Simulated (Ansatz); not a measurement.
# Geometry relaxation of ZrH₅BrO₄ (part 1 of 2)

- system: ZrH₅BrO₄
- method: RKS PBE/def2-SVP (Ansatz 0.2.0)

It belongs to a series of runs on one base structure; here: end point A relaxed. Figures and captions count atoms from 1; the log counts them from 0 in places.

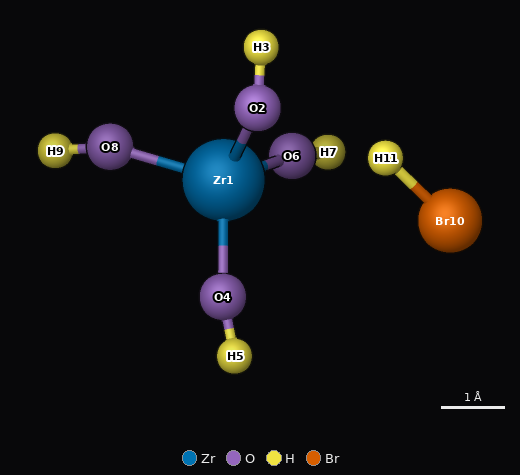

The input geometry (ball-and-stick view, seen at a tilt; atoms are numbered from 1 in the order of the input). Sticks mark near contacts. Bond lengths as drawn: Br–H 1.51 Å, H–O 0.97 Å and O–Zr 1.93 to 2.04 Å.

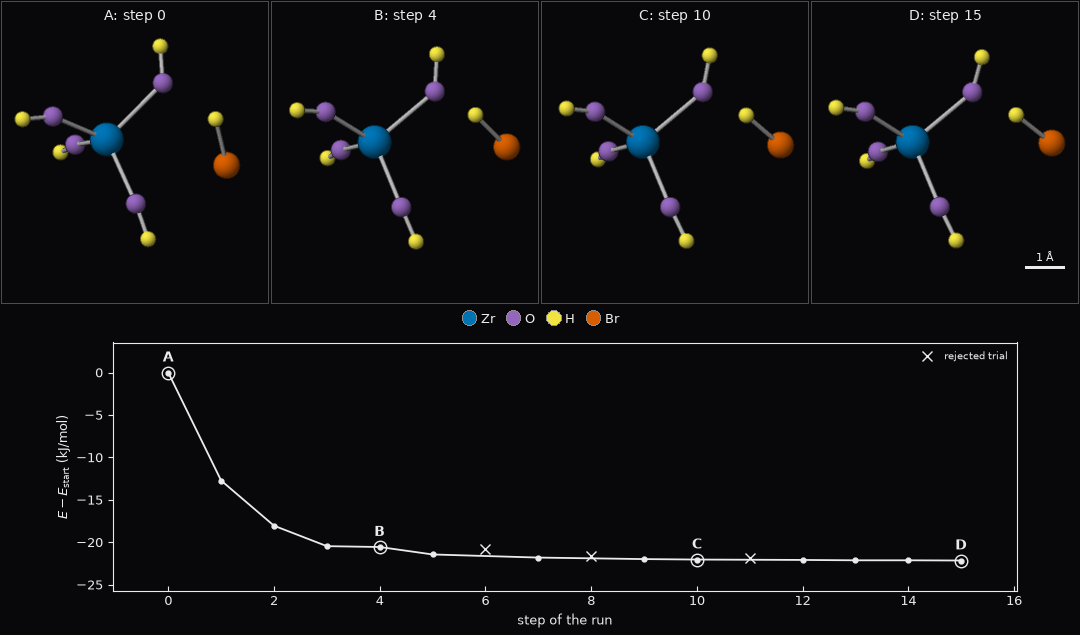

Frames of the relaxation (ball-and-stick view, seen at a tilt) above the curves, on which the letters mark them (the first geometry is step 0 here and step 1 in the log).

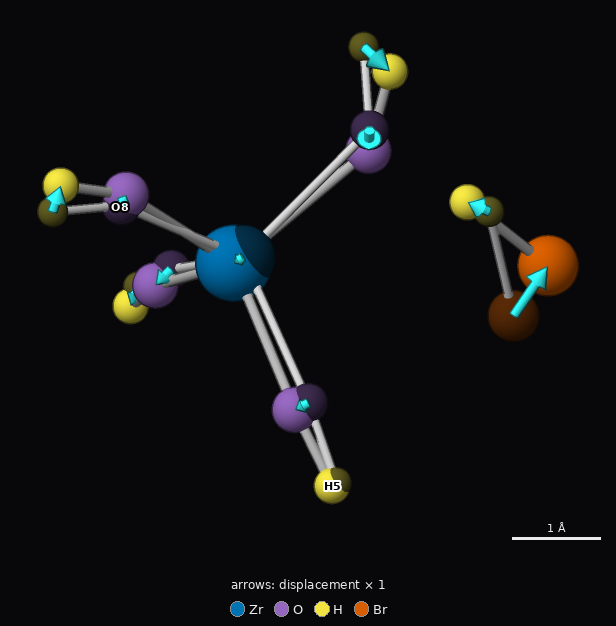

Start (faint) and end (solid) with the displacements as teal arrows, at true length (ball-and-stick view, seen at a tilt). The two geometries are laid on each other by the best rigid fit. Over 15 geometry steps the energy falls by 22.2 kJ/mol. The largest force component goes from 0.77 to 0.019 eV/Å. The line search rejected the trial steps at points 6, 8, 11 (counted from 0) and went back. Br10 moves most after the best rigid fit: 0.70 Å. Largest moves by element: Br 0.70 Å, H 0.44 Å, O 0.41 Å, Zr 0.13 Å. Among the contacts that change: Zr1–O2 2.043 → 2.014 Å, Br10–H11 1.511 → 1.504 Å, Zr1–O4 1.934 → 1.928 Å. Among the angles that change: Zr1–O2–H3 129.4° → 138.2°, Zr1–O6–H7 172.1° → 167.9°, O4–Zr1–O6 114.4° → 110.9°. (Atoms are counted from 1 in the order of the input.)

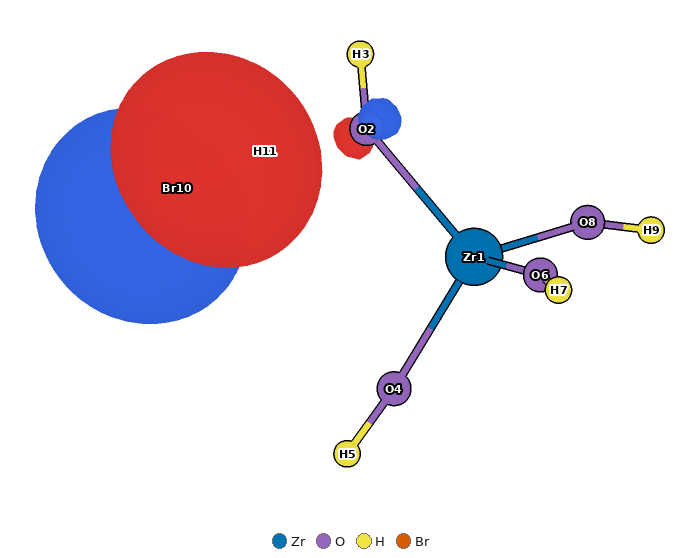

One frontier orbital at ±0.1 Å⁻³ᐟ² (red and blue are the two phases), seen at a tilt. The HOMO, at −5.94 eV.

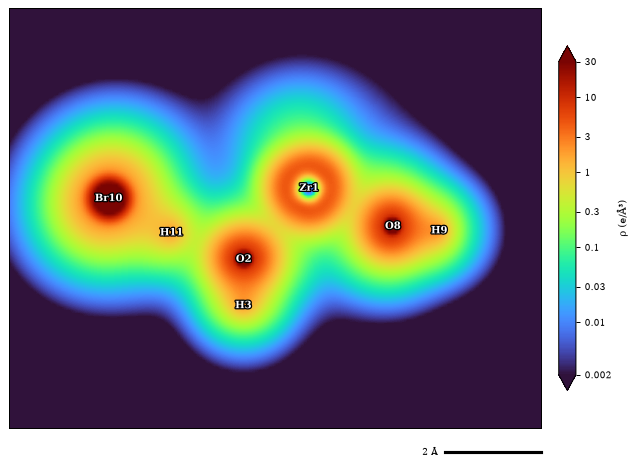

Total electron density on the plane of atoms O2, Zr1 and O8. Atoms in the plane: Zr, O, H and Br. O2···H11 (1.61 Å): ρ is about 0.81 e/Å³ halfway, with its minimum of 0.41 e/Å³ about 1.1 Å from O (a non-bonded, intermolecular contact). O–H (0.97 Å): ρ is about 3.6 e/Å³ halfway, with its minimum of 2.3 e/Å³ about 0.8 Å from O. Zr–O (2.01 Å): ρ at the midpoint is about 0.75 e/Å³. Br–H (1.50 Å): ρ at the midpoint is about 1.5 e/Å³, with its minimum of 1.1 e/Å³ about 1.1 Å from Br.

These pictures come from the run below.

**Input**
```yaml
crystal:
  periodic: [false, false, false]
  atoms:
    - { symbol: Zr, position_ang: [-0.191029, -0.30927, 0.160502] }
    - { symbol: O, position_ang: [-0.062135, -0.115658, 2.190552] }
    - { symbol: H, position_ang: [-0.772124, -0.024585, 2.848637] }
    - { symbol: O, position_ang: [1.584272, -0.559045, -0.56393] }
    - { symbol: H, position_ang: [2.411631, -0.453117, -1.050542] }
    - { symbol: O, position_ang: [-1.178023, 1.151581, -0.630019] }
    - { symbol: H, position_ang: [-1.565625, 1.898754, -1.10282] }
    - { symbol: O, position_ang: [-1.224403, -1.913666, -0.158484] }
    - { symbol: H, position_ang: [-1.582683, -2.6612, -0.655419] }
    - { symbol: Br, position_ang: [1.805791, 2.809173, 1.395539] }
    - { symbol: H, position_ang: [1.096528, 1.751434, 2.209084] }
basis:
  gaussian: { orbitals: def2-SVP }
hamiltonian:
  xc: pbe
relax:
  f_tol: 0.03
  max_steps: 50
output:
  orbitals: {}
```

Run as:
```bash
ansatz run input.yaml --threads 4 --pin off --max-ram 5120MiB --backend cpu --events-out ev --progress --plain --runs-dir out
```

**Output**
```
The last accepted step is kept in [file] (removed where the run ends without a failure and the disk answers)
Engine: ansatz 0.2.0, aarch64-unknown-linux-gnu
Functional definition: PBE
  parameter kappa = 0.804
  parameter beta = 0.06672455060314922
  exchange = pbe_x(kappa = kappa, mu = beta*pi^2/3)
  correlation = pbe_c(beta = beta)
1485 factors; their error is unknown
mean field evaluation 1: about -79546.7102 eV, gradient 1.2e2 eV
mean field evaluation 2: about -79285.8095 eV, gradient 3.3e2 eV
mean field evaluation 4: about -79567.8410 eV, gradient 3.1e1 eV
mean field evaluation 8: about -79569.9625 eV, gradient 4.1e-1 eV
mean field evaluation 16: about -79569.8867 eV, gradient 8.5e-4 eV
mean field -79569.88666898 eV, -2924.1394006787 hartree, gradient 8.1e-5 eV, S^2 0.000000; 0 other end points of the search recorded, 0 dependent functions left out
the calculation of the forces begins
reference -79569.88675819 eV, -2924.1394039571 hartree; 42, 42 occupied and 102, 102 virtual orbitals, 1485 factors
relax step   1: F+E_penalty+E_count = -79569.88666898 eV  Δ(F+E_penalty+E_count) = +0.000e0 eV  max|allowed force component| = 7.697e-1 eV/Å  Δτ_max = 0.0000 Å  (30 SCF iters, accepted)
these checks for a lower state are left out or cut short: starts, cluster_reference, orbital_swaps, neighbouring_geometries, increment
1485 factors; their error is unknown
mean field -79570.01860713 eV, -2924.1442493161 hartree, gradient 2.0e-5 eV, S^2 0.000000; 0 other end points of the search recorded, 0 dependent functions left out
[... from here on the field's lines of each further geometry are left out, up to the last ...]
relax step   2: F+E_penalty+E_count = -79570.01860713 eV  Δ(F+E_penalty+E_count) = -1.319e-1 eV  max|allowed force component| = 3.758e-1 eV/Å  Δτ_max = 0.1928 Å  (33 SCF iters, accepted)
relax step   3: F+E_penalty+E_count = -79570.07374638 eV  Δ(F+E_penalty+E_count) = -5.514e-2 eV  max|allowed force component| = 2.746e-1 eV/Å  Δτ_max = 0.1800 Å  (31 SCF iters, accepted)
relax step   4: F+E_penalty+E_count = -79570.09872348 eV  Δ(F+E_penalty+E_count) = -2.498e-2 eV  max|allowed force component| = 2.171e-1 eV/Å  Δτ_max = 0.1943 Å  (29 SCF iters, accepted)
relax step   5: F+E_penalty+E_count = -79570.09976632 eV  Δ(F+E_penalty+E_count) = -1.043e-3 eV  max|allowed force component| = 7.138e-1 eV/Å  Δτ_max = 0.1377 Å  (29 SCF iters, accepted)
relax step   6: F+E_penalty+E_count = -79570.10885422 eV  Δ(F+E_penalty+E_count) = -9.088e-3 eV  max|allowed force component| = 7.480e-2 eV/Å  Δτ_max = 0.0393 Å  (29 SCF iters, accepted)
relax step   7: F+E_penalty+E_count = -79570.10267703 eV  Δ(F+E_penalty+E_count) = +6.177e-3 eV  max|allowed force component| = 5.831e-1 eV/Å  Δτ_max = 0.1005 Å  (29 SCF iters, rejected (line search))
relax step   8: F+E_penalty+E_count = -79570.11266343 eV  Δ(F+E_penalty+E_count) = -3.809e-3 eV  max|allowed force component| = 9.024e-2 eV/Å  Δτ_max = 0.0496 Å  (30 SCF iters, accepted)
relax step   9: F+E_penalty+E_count = -79570.11134344 eV  Δ(F+E_penalty+E_count) = +1.320e-3 eV  max|allowed force component| = 1.411e-1 eV/Å  Δτ_max = 0.0841 Å  (30 SCF iters, rejected (line search))
relax step  10: F+E_penalty+E_count = -79570.11451438 eV  Δ(F+E_penalty+E_count) = -1.851e-3 eV  max|allowed force component| = 9.467e-2 eV/Å  Δτ_max = 0.0418 Å  (30 SCF iters, accepted)
relax step  11: F+E_penalty+E_count = -79570.11508078 eV  Δ(F+E_penalty+E_count) = -5.664e-4 eV  max|allowed force component| = 7.809e-2 eV/Å  Δτ_max = 0.0240 Å  (29 SCF iters, accepted)
relax step  12: F+E_penalty+E_count = -79570.11356305 eV  Δ(F+E_penalty+E_count) = +1.518e-3 eV  max|allowed force component| = 1.922e-1 eV/Å  Δτ_max = 0.0558 Å  (30 SCF iters, rejected (line search))
relax step  13: F+E_penalty+E_count = -79570.11556147 eV  Δ(F+E_penalty+E_count) = -4.807e-4 eV  max|allowed force component| = 3.257e-2 eV/Å  Δτ_max = 0.0272 Å  (29 SCF iters, accepted)
relax step  14: F+E_penalty+E_count = -79570.11599992 eV  Δ(F+E_penalty+E_count) = -4.384e-4 eV  max|allowed force component| = 8.261e-3 eV/Å  Δτ_max = 0.0375 Å  (29 SCF iters, accepted)
relax step  15: F+E_penalty+E_count = -79570.11600074 eV  Δ(F+E_penalty+E_count) = -8.197e-7 eV  max|allowed force component| = 1.409e-1 eV/Å  Δτ_max = 0.0472 Å  (28 SCF iters, accepted)
the calculation of the forces begins
reference -79570.11633557 eV, -2924.1478407702 hartree; 42, 42 occupied and 102, 102 virtual orbitals, 1485 factors
relax step  16: F+E_penalty+E_count = -79570.11624763 eV  Δ(F+E_penalty+E_count) = -2.469e-4 eV  max|allowed force component| = 1.862e-2 eV/Å  Δτ_max = 0.0134 Å  (30 SCF iters, accepted)
1485 factors; their error is unknown
mean field evaluation 128: about -79570.1162 eV, gradient 1.7e-5 eV
mean field -79570.11624763 eV, -2924.1478375386 hartree, gradient 1.7e-5 eV, S^2 0.000000; 1 other end points of the search recorded, 0 dependent functions left out
the calculation of the forces begins
reference -79570.11633557 eV, -2924.1478407702 hartree; 42, 42 occupied and 102, 102 virtual orbitals, 1485 factors
Total energy: -79570.11633557 eV, -2924.1478407702 hartree
Atom 0 at    -0.235192    -0.293183     0.036779 Å, force    -0.000142    -0.001963     0.003957 eV/Å
Atom 1 at    -0.018294     0.225043     1.970488 Å, force    -0.002860     0.000031     0.012421 eV/Å
Atom 2 at    -0.340314    -0.066687     2.839670 Å, force     0.003062    -0.000887    -0.009894 eV/Å
Atom 3 at     1.514344    -0.552723    -0.731259 Å, force    -0.001492     0.004479    -0.002835 eV/Å
Atom 4 at     2.394328    -0.430343    -1.111638 Å, force     0.000291    -0.003826     0.000747 eV/Å
Atom 5 at    -1.188555     1.108058    -0.882416 Å, force     0.004628     0.001329    -0.001033 eV/Å
Atom 6 at    -1.491541     1.912340    -1.323647 Å, force    -0.001996     0.000092    -0.000134 eV/Å
Atom 7 at    -1.252349    -1.936252    -0.032546 Å, force    -0.000988    -0.004846    -0.003615 eV/Å
Atom 8 at    -1.682699    -2.731417    -0.374724 Å, force     0.000434     0.003564     0.002060 eV/Å
Atom 9 at     1.737614     2.788639     2.100256 Å, force    -0.013007    -0.016598     0.000227 eV/Å
Atom 10 at     0.884859     1.550926     2.152137 Å, force     0.012069     0.018624    -0.001900 eV/Å
Dipole moment:    -0.443199    -0.645312    -0.383503 e Å
```

**Trajectory as extended XYZ (Å, eV, eV/Å), 16 frames, from step=1 to step=16**
```
11
Properties=species:S:1:pos:R:3:forces:R:3 step=1 energy=-79569.88667
Zr   -0.1910   -0.3093    0.1605    0.0290  -0.0749   0.7697
O    -0.0621   -0.1157    2.1906    0.1177   0.3273  -0.7470
H    -0.7721   -0.0246    2.8486    0.0099  -0.0362  -0.0012
O     1.5843   -0.5590   -0.5639   -0.0416   0.0449  -0.0108
H     2.4116   -0.4531   -1.0505    0.0267   0.0052   0.0066
O    -1.1780    1.1516   -0.6300    0.0366  -0.0018  -0.0024
H    -1.5656    1.8988   -1.1028   -0.0001   0.0115   0.0103
O    -1.2244   -1.9137   -0.1585   -0.0413  -0.0184  -0.0533
H    -1.5827   -2.6612   -0.6554   -0.0020  -0.0099   0.0237
Br    1.8058    2.8092    1.3955   -0.5245  -0.7514   0.6790
H     1.0965    1.7514    2.2091    0.3896   0.5037  -0.6747
11
Properties=species:S:1:pos:R:3:forces:R:3 step=2 energy=-79570.01861
Zr   -0.1809   -0.2888    0.1748    0.0924   0.0289  -0.2876
O    -0.0063    0.0397    2.1479   -0.2772   0.0952   0.3758
H    -0.7090    0.0108    2.8309    0.3052   0.0130  -0.1830
O     1.5909   -0.5338   -0.5577   -0.0704  -0.0225  -0.0159
H     2.4179   -0.4293   -1.0457    0.0142   0.0232   0.0150
O    -1.1670    1.1636   -0.6306   -0.0006  -0.0575  -0.0252
H    -1.5558    1.9067   -1.1088    0.0147   0.0179   0.0190
O    -1.2181   -1.8965   -0.1320   -0.0262  -0.0246   0.0680
H    -1.5733   -2.6541   -0.6163   -0.0005   0.0022   0.0289
Br    1.7108    2.6662    1.4350    0.1089   0.1667   0.0597
H     1.0130    1.5898    2.1455   -0.1607  -0.2426  -0.0547
```
